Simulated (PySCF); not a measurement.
# Excited-state calculation, with input and output: C5H5BCl2

System: C5H5BCl2.
Method: TDDFT PBE0/def2-SVPD, vertical, gas phase, core orbitals frozen in the response (PySCF 2.14.0).

The geometry comes from this level: GFN2-xTB. It belongs to a series of runs on one base structure; here: C-C bond made double.

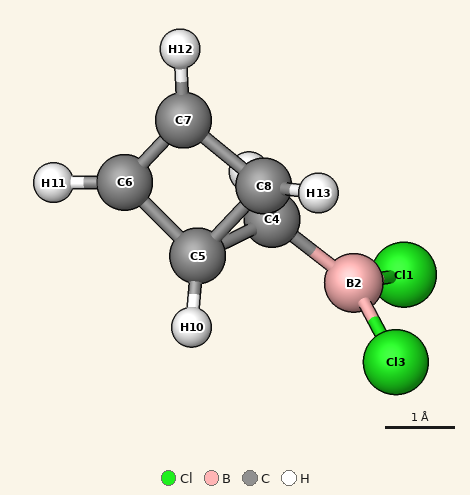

The input geometry (ball-and-stick view, seen at a tilt; atoms are numbered from 1 in the order of the input).

Summary

```csv
quantity,value
outcome,converged
total energy,−1137.787703 hartree
HOMO,−6.73 eV
LUMO,−1.64 eV
dipole moment,1.37 D
mean polarisability,91.85 a.u.
lowest singlet excitation,3.94 eV
hardware,"1 CPU thread, shared host"
wall time,2.5 min (CPU time 80 s; the host was busy)
peak memory,0.85 GiB
```

Input file
```
{"job": {"kind": "uv", "xc": "PBE0", "basis": "def2-SVPD", "nstates": 8, "ntriplets": 3}, "charge": 0, "multiplicity": 1}
Cl     2.916537     1.641871    -1.266654
B      2.045808     0.417489    -0.428401
Cl     2.928641    -0.856417     0.321484
C      0.488989     0.466661    -0.348631
C     -0.299933    -0.842945    -0.325014
C     -1.774608    -0.486200    -0.345159
C     -1.687879     0.243301     0.764305
C     -0.203257    -0.024671     0.922632
H      0.004409     1.296339    -0.854086
H      0.150354    -1.788944    -0.564159
H     -2.548350    -0.708499    -1.053368
H     -2.359875     0.860986     1.327079
H      0.334778    -0.218484     1.832246
```

The first line tells a small driver script what to run in PySCF; the rest is the geometry in Å.

Launch command:
```bash
OMP_NUM_THREADS=1 python <driver script> task.json out
```

Log
```
coarse grid: 12864 points
cycle   1  E = -1137.6310228516  dE =  1.399e+00  |g| = 3.339e-01  |ddm| = 6.633e+00
cycle   2  E = -1137.6252244976  dE =  5.798e-03  |g| = 3.820e-01  |ddm| = 1.373e+00
cycle   3  E = -1137.6627258945  dE = -3.750e-02  |g| = 5.431e-02  |ddm| = 7.217e-01
cycle   4  E = -1137.6633866729  dE = -6.608e-04  |g| = 2.349e-02  |ddm| = 1.740e-01
cycle   5  E = -1137.6635194116  dE = -1.327e-04  |g| = 7.278e-03  |ddm| = 5.699e-02
cycle   6  E = -1137.6635323778  dE = -1.297e-05  |g| = 1.320e-03  |ddm| = 2.214e-02
cycle   7  E = -1137.6635327838  dE = -4.059e-07  |g| = 4.484e-04  |ddm| = 4.018e-03
final grid: 117600 points
cycle   8  E = -1137.7876899220  dE = -3.404e-05  |g| = 6.799e-03  |ddm| = 1.599e-01
cycle   9  E = -1137.7876840579  dE =  5.864e-06  |g| = 8.409e-03  |ddm| = 2.892e-02
cycle  10  E = -1137.7877026925  dE = -1.863e-05  |g| = 6.825e-04  |ddm| = 1.526e-02
cycle  11  E = -1137.7877028020  dE = -1.095e-07  |g| = 2.157e-04  |ddm| = 2.214e-03
cycle  12  E = -1137.7877028118  dE = -9.773e-09  |g| = 9.464e-05  |ddm| = 5.686e-04
cycle  13  E = -1137.7877028138  dE = -2.064e-09  |g| = 3.018e-05  |ddm| = 2.268e-04
cycle  14  E = -1137.7877028141  dE = -2.328e-10  |g| = 6.546e-06  |ddm| = 7.780e-05
```

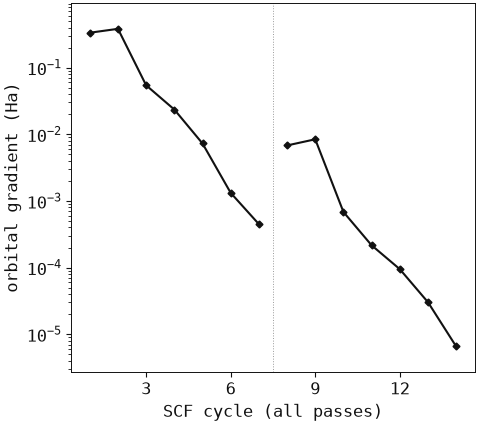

Convergence of the self-consistent field: orbital gradient against the SCF cycle. The dotted line marks the change from a coarse to the final integration grid. The first 7 cycles use a coarse grid, the final grid takes over at cycle 8, and the field converges after 14 cycles in all.

```
converged SCF energy = -1137.7877028141

Static polarisability (au): isotropic 91.853, principal 76.697 86.760 112.101

Singlet excitations
state   eV       nm        f      main configurations
  1   3.9388    314.8   0.00263   H->L 0.99
  2   5.6913    217.8   0.01126   H->L+1 0.84
  3   5.9277    209.2   0.00195   H-2->L 0.76
  4   6.0864    203.7   0.00344   H-3->L 0.82
  5   6.1751    200.8   0.00352   H->L+2 0.94
  6   6.3319    195.8   0.27827   H-1->L 0.85, H-2->L 0.08
  7   6.7125    184.7   0.00605   H-5->L 0.79, H->L+4 0.09
  8   6.8206    181.8   0.09742   H-4->L 0.61, H-6->L 0.26

Triplet excitations (Tamm-Dancoff, eV): 3.0580 4.5832 5.5565
```

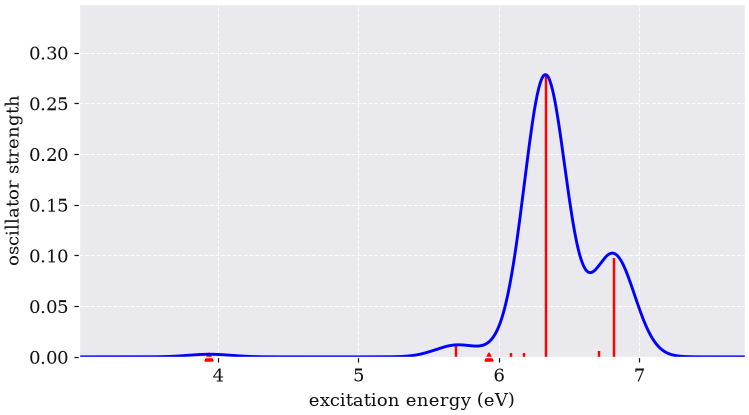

Computed excitations as sticks (degenerate states added up, dark ones marked on the axis), with a Gaussian envelope of 0.35 eV full width at half maximum, scaled to the tallest. Of the 8 states the lowest lies at 3.94 eV (f = 0.003); the strongest line is at 6.33 eV, or 196 nm (f = 0.278).

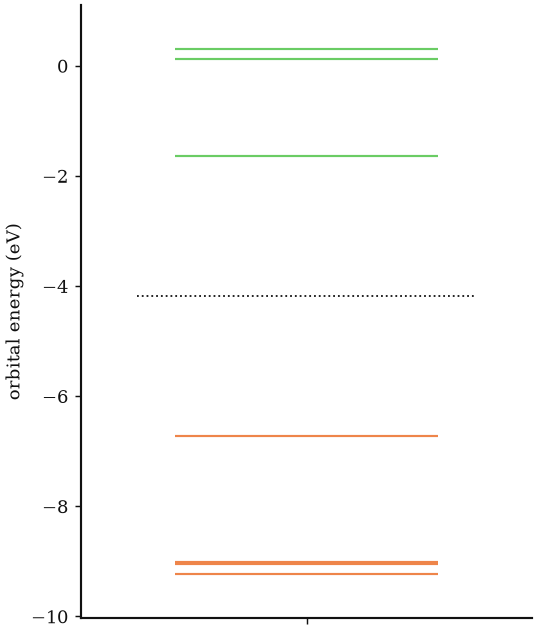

Orbital energies near the frontier; the dotted line parts filled from empty levels, and levels within 0.02 eV of each other stand side by side. Highest filled −6.73 eV, lowest empty −1.64 eV, 5.09 eV apart.
